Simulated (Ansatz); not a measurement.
**NS+ (triplet): PBE, r2SCAN, PBE0, B3LYP, wB97M-V, B2PLYP, RPA-PBE over vertical gaps between states, 6-31G**

Aim: run NS+ (triplet) with these functionals over vertical gaps between states, and hold them against the top wave-function level at the same points.

Method: 6-31G, all electrons in the functionals, frozen cores in the correlation of double hybrids and RPA; program: Ansatz 0.2.0, Gaussian basis.

To be run: PBE, r2SCAN, PBE0, B3LYP, wB97M-V, B2PLYP, RPA-PBE, at charge 1, triplet; charge 1, singlet; charge 1, quintet.

8 further runs of the same task are left out: 1 that didn't finish, 7 set aside as unsound or not needed.

### 1 The system

The geometry is a PBE0/def2-TZVP stationary point (not a proven minimum).

2 atoms, charge 1, spin multiplicity 3.

Atoms are counted from 1 here; the program's logs count them from 0.

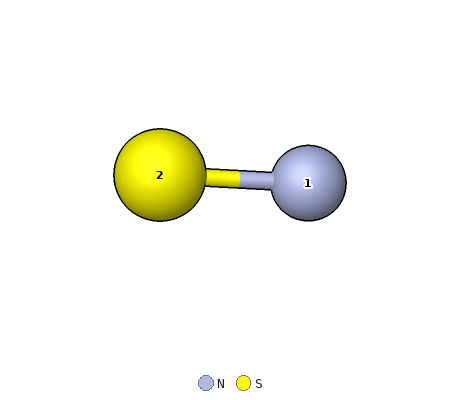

The geometry (nitrogen light blue, sulfur yellow); atoms are numbered from 1 in the order of the file.

Geometry (Å):

```xyz
2
NS
N     0.0000    0.0000    0.0000
S     0.0000    0.0000    1.5946
```

No dispersion term is added; wB97M-V holds VV10 nonlocal correlation. B3LYP takes the VWN-RPA correlation.

The geometry shown and the zero of energy belong to the point charge 1, triplet. The yardstick, FCI, and other wave-function levels (R restricted, U unrestricted, valence and pair active spaces) come from earlier runs.

### 2 PBE, charge 1, triplet

The input, in.yaml:

```yaml
crystal:
  periodic: [false, false, false]
  atoms:
    - {symbol: N, position_ang: [0.000000, 0.000000, 0.000000]}
    - {symbol: S, position_ang: [0.000000, 0.000000, 1.594600]}
basis:
  gaussian: {orbitals: 6-31G}
total_charge: 1
magnetization: {spin_polarized: true, initial_magnetization: 2}
hamiltonian: {xc: {name: PBE}}
output: {orbitals: {seedname: orbitals}}
```

On the command line:

```sh
$ ansatz run in.yaml --threads 1 --pin off --events-out ev --progress --plain --max-ram 2393MiB
```

The runs that follow: PBE, charge 1, singlet; PBE, charge 1, quintet; r2SCAN, charge 1, triplet; r2SCAN, charge 1, singlet; r2SCAN, charge 1, quintet; PBE0, charge 1, triplet; PBE0, charge 1, singlet; PBE0, charge 1, quintet; B3LYP, charge 1, triplet; B3LYP, charge 1, singlet; B3LYP, charge 1, quintet; wB97M-V, charge 1, triplet; wB97M-V, charge 1, singlet; wB97M-V, charge 1, quintet; B2PLYP, charge 1, triplet; B2PLYP, charge 1, singlet; B2PLYP, charge 1, quintet; RPA-PBE, charge 1, triplet; RPA-PBE, charge 1, singlet; RPA-PBE, charge 1, quintet.

Before running them: what should the planned runs give, taken together? Wanted: triplet to singlet, FCI; triplet to quintet, FCI; largest miss, PBE; largest miss, r2SCAN; largest miss, PBE0; largest miss, B3LYP; largest miss, wB97M-V; largest miss, B2PLYP; largest miss, RPA-PBE.

The runs gave:

| quantity | value |
| --- | --- |
| triplet to singlet, FCI | -285.4 kJ/mol |
| triplet to quintet, FCI | 303.1 kJ/mol |
| largest miss, PBE | -43.0 kJ/mol (triplet to singlet) |
| largest miss, r2SCAN | -62.0 kJ/mol (triplet to quintet) |
| largest miss, PBE0 | -69.2 kJ/mol (triplet to quintet) |
| largest miss, B3LYP | -48.5 kJ/mol (triplet to quintet) |
| largest miss, wB97M-V | -56.5 kJ/mol (triplet to quintet) |
| largest miss, B2PLYP | -64.1 kJ/mol (triplet to quintet) |
| largest miss, RPA-PBE | -57.7 kJ/mol (triplet to quintet) |
| largest miss, RCCSD(T) | -19.9 kJ/mol (triplet to quintet) |
| largest miss, UCCSD(T) | -17.8 kJ/mol (triplet to quintet) |

Of the functionals, PBE keep the smallest largest miss at the points compared (at most 43.0 kJ/mol) and PBE0 strays most (69.2 kJ/mol, at triplet to quintet). B2PLYP clearly breaks the spin symmetry at some points (⟨S²⟩ up to 0.74 above the pure value), so energy there is bought with a mixed spin. Functionals and the yardstick converge differently with the basis, so part of each miss in 6-31G is the basis.
